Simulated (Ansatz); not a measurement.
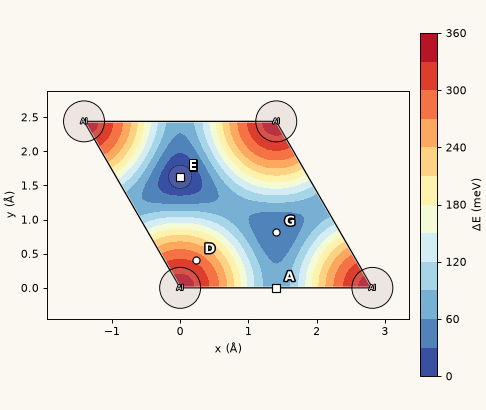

Li on an Al(111) slab cut from the Fm-3m phase, its upper half relaxed before the scan (12 atoms of substrate and one adsorbate in a 2 × 2 cell). Li is moved over the surface cell; relaxed at each place: the height of the adsorbate's atoms; substrate rigid; the origin of the map has the adsorbate above Al9. Places are given modulo a cell vector. The map is drawn in real space over the plane of the surface. The grid has 6 × 6 points; 10 points were computed and 26 follow by symmetry. Places are given in fractions of the 1 × 1 surface cell. Energies are in meV, from the lowest grid point. Level of theory: DFT LDA, scalar-relativistic, plane waves, PAW in Ansatz 0.2.0. Settings: cutoff 420 eV, k-mesh 6×6×1, gaussian smearing 0.1 eV, no spin polarisation.

The picture shows filled contours, labelled circles for the atoms of the top layer and small ones for the second layer, the outline of one cell of the plane, lettered points. Between grid points the surface is interpolated.

### Is D the lowest point of the computed grid?

No. D lies 291 meV above the lowest grid point, which is at a threefold hollow over a second-layer Al atom, (2/6, 4/6) of the cell vectors.

### What kind of point is each of A, E, G: minimum, saddle, maximum or slope?

A: saddle point; E: minimum; G: minimum. (In these two coordinates alone; a stationary point may lie a little off the grid point.)

### Rank the lettered points by energy, lowest first.

E (0 meV), G (30 meV), A (68 meV), D (291 meV).
